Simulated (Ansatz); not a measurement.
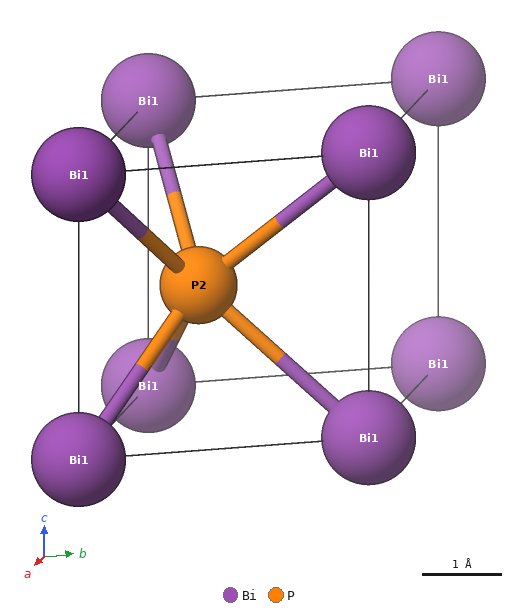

This is a crystal of BiP (built on the WC type). A ball-and-stick model of the cell of the calculation, seen slightly off an axis.

Theory: DFT PBEsol, scalar-relativistic, plane waves, PAW (Ansatz 0.2.0). Settings: plane-wave cutoff 420 eV; k-point mesh 10 × 10 × 8; occupations gaussian; smearing width 0.05 eV; no spin polarisation.

The variant: The cell is strained by −1.0 % along [1 2 0] and none across it (volume −1.0 %), the atoms keeping their fractional coordinates. No relaxation follows.

What is the effect?

The energy changes by less than 1 meV per atom. The pressure goes from 0.0 to 0.7 GPa. The principal stresses (compression positive) are 0.5 GPa along c and 0.7 GPa across it. The largest forces, 0.024 eV/Å, act on Bi1 and P2. Some distances before and after: Bi–P 2.906 → 2.889 to 2.902 Å. The space group (tolerance 0.01 Å) goes from P-6m2 (No. 187) to Amm2 (No. 38).
